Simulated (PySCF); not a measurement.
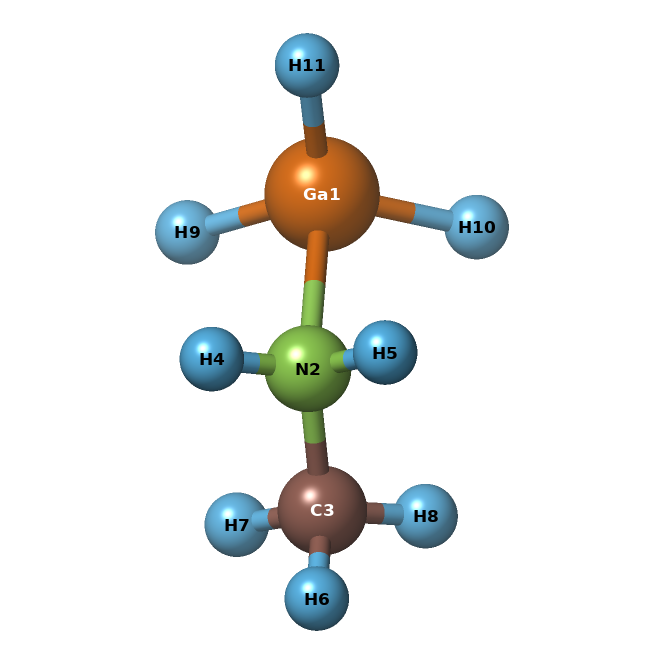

The computed structure is the end point of a PBE0-D3(BJ)/def2-SVP optimisation. No frequency run is at hand to confirm it as a minimum. Properties computed with delta-SCF UKS SCAN, pcX-2 on the ionised atom (unc-x2c-TZVPall on a metal), pcseg-1 elsewhere, spin-free X2C (PySCF 2.14.0).

Give the core-electron binding energies (to vacuum) of N2 1s, C3 1s.

```tsv
atom	level	binding energy (eV)
N2	1s	407.0
C3	1s	292.6
```
